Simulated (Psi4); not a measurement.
# Two attempts at HO2 (SMILES [O]O)

Aim: a single-point energy of HO2 at UOMP2.5/6-311G** (density fitting, density fitting for correlation).

Program for the calculation: Psi4 1.11.

## (1) The structure to begin with

The species is HO2 (3 atoms), meant as a doublet with charge 0. SMILES: `[O]O`. Geometry: relaxed at GFN2-xTB.

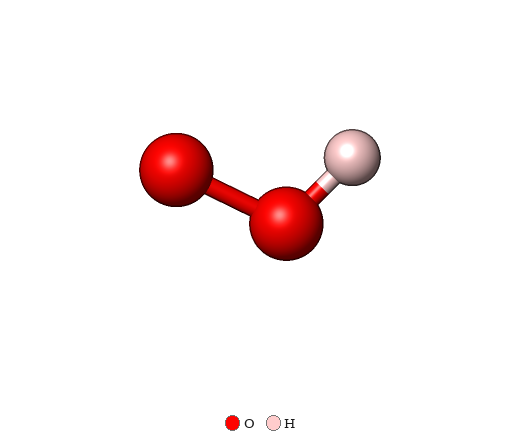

The structure, seen from a chosen angle (oxygen red, hydrogen pink).

## (2) First attempt

Contents of ho2.in:

```
memory 1600 mb

molecule m {
  0 3
  O     -0.366460     0.947510    -0.094170
  O     -0.239810    -0.346560    -0.168450
  H      0.606270    -0.600950     0.262620
}

set reference uhf
set scf_type df
set freeze_core true
set mp_type df

e, wfn = energy("omp2.5/6-311G**", return_wfn=True)
print_variables()
```

The run is started by

```bash
$ psi4 ho2.in ho2.out -n 1
```

ho2.out:

```text
Psi4 1.11 release

qcelemental.exceptions.ValidationError: Inconsistent or unspecified chg/mult: sys chg: None, frag chg: [0.0], sys mult: None, frag mult: [3]

Printing out the relevant lines from the Psithon --> Python processed input file:
    from psi4.driver.wrapper_database import database, db, DB_RGT, DB_RXN
    from psi4.driver.wrapper_autofrag import auto_fragments
    psi4_io = core.IOManager.shared_object()
    core.set_memory_bytes(1600000000)

--> m = geometry("""
      0 3
      O     -0.366460     0.947510    -0.094170
      O     -0.239810    -0.346560    -0.168450
      H      0.606270    -0.600950     0.262620
    ""","m")

!----------------------------------------------------------------------------------!
!                                                                                  !
!  Inconsistent or unspecified chg/mult: sys chg: None, frag chg: [0.0], sys mult: !
!     None, frag mult: [3]                                                         !
!                                                                                  !
!----------------------------------------------------------------------------------!

    Psi4 run time: 0:00:00.00
```

Wall time 1.8 s (1 thread of Intel Xeon Platinum 8175M at 2.50GHz (Skylake/Cascade Lake), shared host); peak memory 0.13 GiB.

## (3) What went wrong

The input was rejected.

The telling line is `qcelemental.exceptions.ValidationError: Inconsistent or unspecified chg/mult: sys chg: None, frag chg: [0.0], sys mult: None, frag mult: [3]`. Cause: the spin state typed doesn't suit the molecule. To mend it: multiplicity 2 in place of 3.

## (4) The mended input

Contents of job.in:

```
memory 1600 MB

molecule system {
  0 2
  O     -0.366460     0.947510    -0.094170
  O     -0.239810    -0.346560    -0.168450
  H      0.606270    -0.600950     0.262620
  units angstrom
}

set globals {
  reference uhf
  scf_type df
  freeze_core true
  mp_type df
}

energy("omp2.5/6-311G**")
```

The run is started by

```bash
$ psi4 -i job.in -o job.out -n 1
```

job.out:

```text
[...]
  Running in cs symmetry.
[...]
  Nuclear repulsion =   32.582963967760712
[...]
  Multiplicity = 2
[...]
  Nalpha       = 9
  Nbeta        = 8
[...]
    Number of basis functions: 42
[...]
   @DF-UHF iter   1:  -150.15525686462206   -7.14603e-01   9.49447e-03 DIIS/ADIIS
[...]
   @DF-UHF iter  17:  -150.21728313852478   -8.52651e-14   3.52036e-09 DIIS
[...]
   @S^2 Observed:                7.594739425E-01
[...]
    Orbital Energies [Eh]
    ---------------------
    Alpha Occupied:
       1Ap   -20.677274     2Ap   -20.665423     3Ap    -1.589499
       4Ap    -1.197687     5Ap    -0.774050     1App   -0.758403
       6Ap    -0.678213     2App   -0.517539     7Ap    -0.512847
    Alpha Virtual:
       8Ap     0.140794     9Ap     0.365806    10Ap     0.553011
       3App    0.909448    11Ap     0.946061    12Ap     0.964465
      13Ap     0.995503     4App    1.014492    14Ap     1.042921
      15Ap     1.237262    16Ap     1.491784     5App    1.558670
      17Ap     1.714843    18Ap     2.185998    19Ap     2.615828
       6App    2.673901    20Ap     2.900105     7App    3.053528
[...]
  @DF-UHF Final Energy:  -150.21728313852478
   => Energetics <=
    Nuclear Repulsion Energy =             32.5829639677607119
    One-Electron Energy =                -271.8594653866557564
    Two-Electron Energy =                  89.0592182803702599
    Total Energy =                       -150.2172831385247775
  UHF NO Occupations:
  HONO-2 :    7 Ap 1.9982165
  HONO-1 :    1App 1.9978728
[...]
 Multipole Moments:
 ------------------------------------------------------------------------------------
     Multipole            Electronic (a.u.)      Nuclear  (a.u.)        Total (a.u.)
 ------------------------------------------------------------------------------------
 L = 1.  Multiply by 2.5417464519 to convert [e a0] to [Debye]
 Dipole X            :         -0.1320373            0.8968994            0.7648621
 Dipole Y            :          0.4657240           -0.8228382           -0.3571142
 Dipole Z            :          0.0000000            0.0000000            0.0000000
 Magnitude           :                                                    0.8441236
[...]
	Warning: cc_lambda option is changed to TRUE
	For this residual convergence, default PCG convergence is:     1.00e-07
[...]
	DF-SCS-MP2 Total Energy (a.u.)     :  -150.57463748428327
	DF-SOS-MP2 Total Energy (a.u.)     :  -150.56946813342839
[...]
	DF-MP2 Total Energy (a.u.)         :  -150.58497618599299
[...]
	DF-MP3 Total Energy (a.u.)         :  -150.59113576272549
[...]
	DF-MP3 Total Energy (a.u.)         :  -150.61104972685288
[...]
	DF-OMP2.5 Total Energy (a.u.)      :  -150.59801295658215
[...]
```

It took 20 s on 1 thread of Intel Xeon Platinum 8175M at 2.50GHz (Skylake/Cascade Lake), shared host; peak memory 0.2 GiB.

## (5) What came out

At UOMP2.5/6-311G** (density fitting, density fitting for correlation):

| quantity | value |
| --- | --- |
| total energy | -150.59801 Eh |
| HOMO energy (Hartree–Fock orbitals) (highest over α and β) | -12.98 eV |
| LUMO energy (Hartree–Fock orbitals) (lowest over α and β) | 3.68 eV |
| correlation energy (2 core orbitals frozen) | -380.7 mEh |
| ⟨S²⟩ of the reference determinant | 0.759 |
